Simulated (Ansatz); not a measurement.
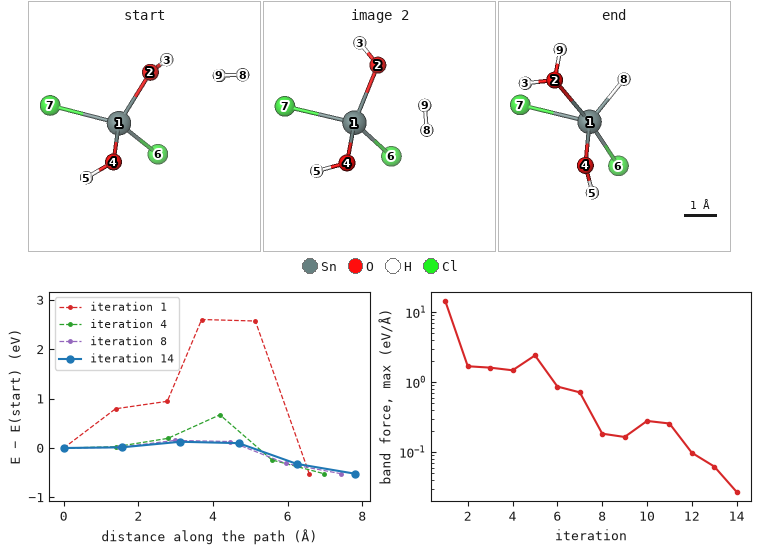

A nudged-elastic-band calculation for SnH4O2Cl2, made up at the start of SnH2O2Cl2 and H₂. Images are numbered from 0 (start) to 5 (end). The plot follows the band through its iterations. A ball-and-stick model, seen from a free direction.

Computed with RKS PBE/def2-SVP (Ansatz). Settings: 4 movable images; no climbing image; force threshold 0.05 eV/Å; iteration limit 60; starting path through a guess of the saddle point.

### How did the profile develop, and is the result final?

The run is converged, with reservations. The band converged in 14 iterations. The largest component of the band force went from 14 to 0.027 eV/Å. No image climbed, so the highest image needn't lie on the saddle point, and the true maximum along this path can be higher. The first iteration put the highest image at 2.60 eV. The energy climbs by 0.13 eV to image 2 and then falls by 0.65 eV, so the end point sits at −0.52 eV.

Limits of the set-up: the start holds two separate molecules, 2.5 Å apart at their closest, whose relative position is a soft coordinate and is computed without a dispersion correction.

Cost: 66 s on 4 threads of Arm Neoverse V2 (shared host), peak memory 0.17 GiB.
